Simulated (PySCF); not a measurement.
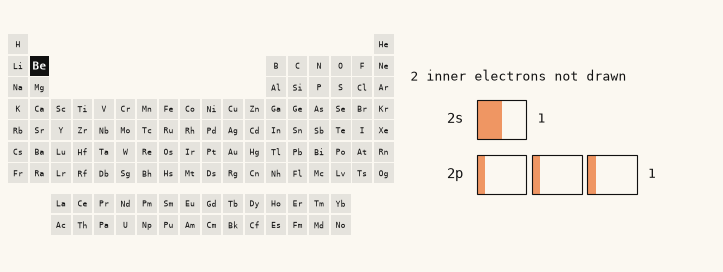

Figure 1. Left, the place of beryllium in the periodic table; right, the outer shells of the nominal configuration: a box for each of the 2l + 1 orbitals, shaded by the share of the shell that is filled, with the electron count at the right.

## Atomic calculation for Be

- system: Be, configuration 1s2 2s1 2p1, multiplicity 3.
- method: unrestricted wB97M-V, aug-cc-pCVQZ-DK, spin-free X2C-1e, Gaussian nucleus (PySCF)

Log (extracts):
```
damping factor = 0
level_shift factor = 0
DIIS = <class 'pyscf.scf.diis.CDIIS'>
diis_start_cycle = 1
diis_space = 10
diis_damp = 0
SCF conv_tol = 1e-09
SCF conv_tol_grad = None
number electrons alpha = 3  beta = 1
XC functionals = WB97M_V
    N. Mardirossian and M. Head-Gordon.,  J. Chem. Phys. 144, 214110 (2016)
NLC functional = WB97M_V
cycle= 1 E= -14.5626230849052  delta_E= -0.00409  |g|= 0.0171  |ddm|= 0.844
cycle= 2 E= -14.562796471218  delta_E= -0.000173  |g|= 0.00253  |ddm|= 0.077
cycle= 3 E= -14.5628080794746  delta_E= -1.16e-05  |g|= 0.000678  |ddm|= 0.0248
cycle= 4 E= -14.5628097888395  delta_E= -1.71e-06  |g|= 0.00019  |ddm|= 0.00619
cycle= 5 E= -14.5628098127683  delta_E= -2.39e-08  |g|= 4.13e-05  |ddm|= 0.00316
cycle= 6 E= -14.5628098180492  delta_E= -5.28e-09  |g|= 7.66e-06  |ddm|= 0.000636
cycle= 7 E= -14.5628098182503  delta_E= -2.01e-10  |g|= 8.33e-07  |ddm|= 0.000119
converged SCF energy = -14.5628098182503  <S^2> = 2.00002  2S+1 = 3.0000133
```

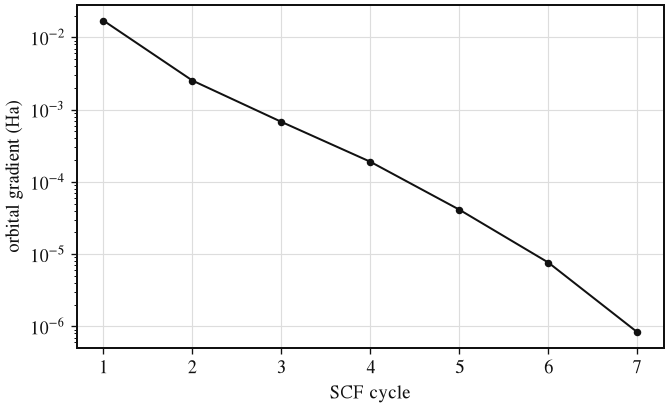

Figure 2. Convergence: orbital gradient against the SCF cycle. The residual falls at every step. It goes from 0.017 to 8.3×10⁻⁷ in 7 steps.

The input:
```python
from pyscf import gto, scf, dft, mp, cc
import basis_set_exchange as bse
mol = gto.M(atom="Be 0 0 0", charge=0, spin=2, symmetry="D2h",
            basis=gto.basis.parse(bse.get_basis("aug-cc-pCVQZ-DK", elements=["Be"], fmt="nwchem")),
            nucmod="G")
mf = dft.UKS(mol, xc="WB97M_V").sfx2c1e()
mf.irrep_nelec = {'Ag': (2, 1), 'B2u': (1, 0)}
mf.kernel()
```

The script is an equivalent of what the driver set up; the driver started from orbitals of its own, so the log can be shorter than this script's would be, and it computed the properties (radii, ⟨L²⟩, response) afterwards. It held the occupations shell by shell, which the script's counts by irreducible representation don't always enforce.

Results in brief:

```tsv
quantity	value
outcome	converged
total energy	−14.562810 hartree
⟨S²⟩	2.000
⟨L²⟩	2.00
SCF iterations	7
hardware	1 CPU thread, shared host
CPU time	5 s (integrals apart)
```

Notes:

This is not the ground configuration of the species.
